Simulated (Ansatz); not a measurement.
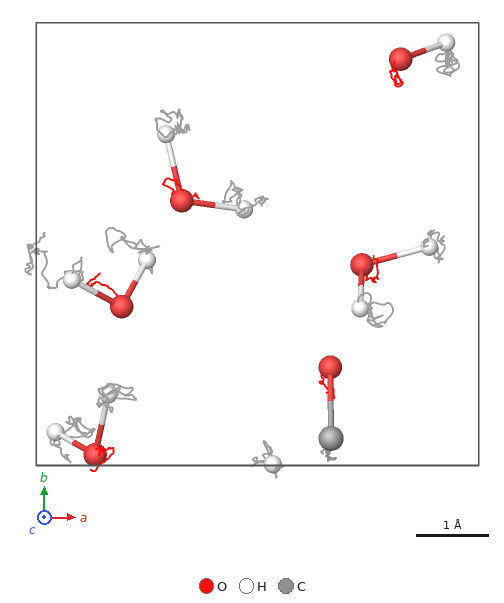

First-principles dynamics of a periodic cell with 4 H2O + 1 HCOOH at 0.824 g/cm³, 200 fs long. It starts from the last geometry of an earlier run, with fresh velocities. Lines trace each atom's path, in the colour of its element; spheres stand at the starting positions. Seen along the c axis in the simulation cell.

Method: DFT PBE, scalar-relativistic, plane waves, PAW (Ansatz 0.2.0). Run with plane-wave cutoff 420 eV; k-point mesh 1 × 1 × 1; Fermi-Dirac smearing 0.05 eV; Langevin thermostat (NVT); set temperature 300 K; time step 0.5 fs; friction 0.05 per fs.

Q: Describe the motion.

A: In the second half of the run the atoms are, in the root-mean-square, this far from where they began (common drift taken out): H 0.39 Å, O 0.37 Å, C 0.30 Å. The heavy atoms stay within a fraction of a molecule's size of their starting places; so short a run doesn't tell a liquid from a solid.

Limits of the set-up: the periodic images lie only 6.2 Å apart, so the values are limited by the cell's size.

The run took 6.1 min on 1 thread of Arm Neoverse V2 (shared host), peak memory 0.33 GiB.
